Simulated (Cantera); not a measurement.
Input: 1 mol CaO, 6.3 mol HCl, 2.2 mol H2, held at 45.0 mbar.

Cantera equilibrium calculation (NASA polynomials, part measured and part estimated; ideal gas, pure solids and liquids). Candidate condensed phases: Ca, CaCl2, CaO, Ca(OH)2, H2O; 21 gas species. Condensed phases not in the tables: oxide chlorides. Kinetics and transport are ignored.

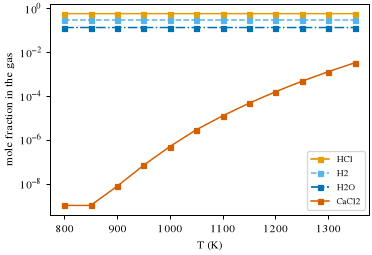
Figure. Equilibrium gas composition (values under 1e-9 drawn at 1e-9)

Question: Read off the mole fractions at 1150 K.

Answer: HCl about 0.57, H2 about 0.29, H2O about 0.13, CaCl2 about 4.6e-5.
